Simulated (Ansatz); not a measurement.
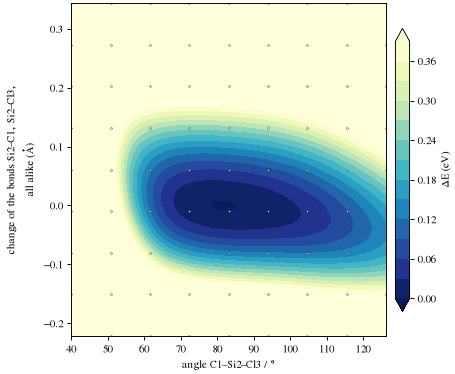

CClSi, SMILES [C-]#[Si]Cl, charge −1. 
- The first coordinate is: angle C1–Si2–Cl3; the second: change of the bonds Si2–C1, Si2–Cl3, all alike.
- Nothing is relaxed (all other coordinates rigid).
- The scan uses a 9 × 9 grid.
- Points are written as (first, second).
- Energies: eV, counted from the lowest grid point.
- Level of theory: RKS wB97M-V/def2-SVPD in Ansatz.

Drawn: filled contours, dots at the grid points, one colour for all values above the top of the scale. Between grid points the surface is interpolated.

Where is the minimum, and how stiff is the well along each coordinate?

The interpolated minimum is at angle C1–Si2–Cl3 ≈ 79.1°, the second coordinate ≈ 0.001 Å. The curvatures there are about 1.3 eV/rad² and 36 eV/Å², with a cross term of about 0.93 eV/(rad·Å). Round the minimum the two coordinates are weakly coupled (coupling 0.14 in units of the two stiffnesses).
